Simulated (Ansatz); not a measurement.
Relaxed NiSi₂ (fluorite type, space group Fm-3m):

```yaml
crystal:
  lattice:
    - [0.00000, 2.72225, 2.72225]
    - [2.72225, 0.00000, 2.72225]
    - [2.72225, 2.72225, 0.00000]
  atoms:
    - { symbol: Ni, position: [0.00000, 0.00000, 0.00000] }
    - { symbol: Si, position: [0.25000, 0.25000, 0.25000] }
    - { symbol: Si, position: [0.75000, 0.75000, 0.75000] }
```

In each cell atom 3 (Si, nearest neighbour Ni at 2.358 Å; its periodic images, 3.8 Å or more away, move with it) moves by s·(0.000, 0.000, 1.000) (along Cartesian z), the rest being held.

Level of theory: PBE (plane waves to 420 eV, PAW, scalar-relativistic; Ansatz, a first-principles code). k mesh 12×12×12 (Γ-centred), Fermi-Dirac smearing 0.05 eV. Energies are smeared free energies. Stress and pressure are positive under compression. With partly filled bands, energies and forces of such displacements shift with the k mesh and the smearing. NiSi2 is run without spin polarisation. NiSi2 was relaxed with its symmetry unable to fall. ΔE is measured from the undisplaced structure.

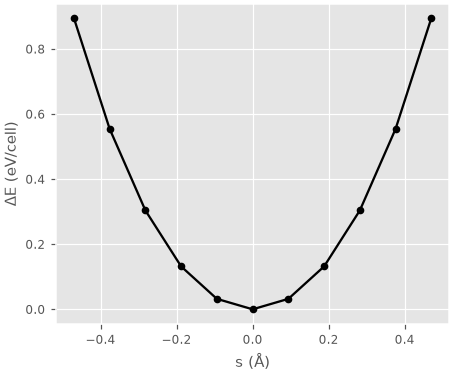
Fig. 1. ΔE (eV/cell) against s (Å); markers are the computed points, lines only join them.

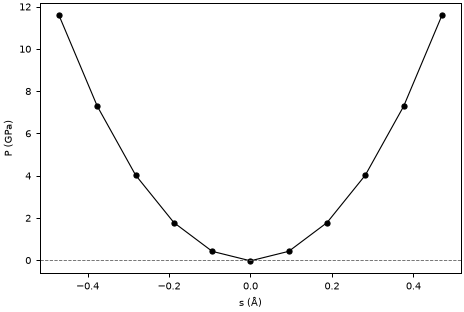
Figure. P (GPa) against s (Å); markers are the computed points, lines only join them.

The force constant k = d²E/ds² at s = 0 (finite differences) is 7.25 eV/Å² and the force along the line at s = -0.470 Å is 4.16 eV/Å. Harmonic estimate at the end of the scan: ½ks² = 801 meV/cell against the computed 895 meV/cell, so the well is stiffer than harmonic there. Symmetry of the curve: even: the same for both signs. Shape of the curve: a single well with its minimum at or next to zero displacement.

The forces along the line at the two nearest points give (0.691 − (-0.691)) / (2·0.094) = 7.35 eV/Å²; the next pair corrects for the finite step.

(For displaced atoms, the force is minus the slope of the energy, and its curvature is a force constant, which sets phonon frequencies.)
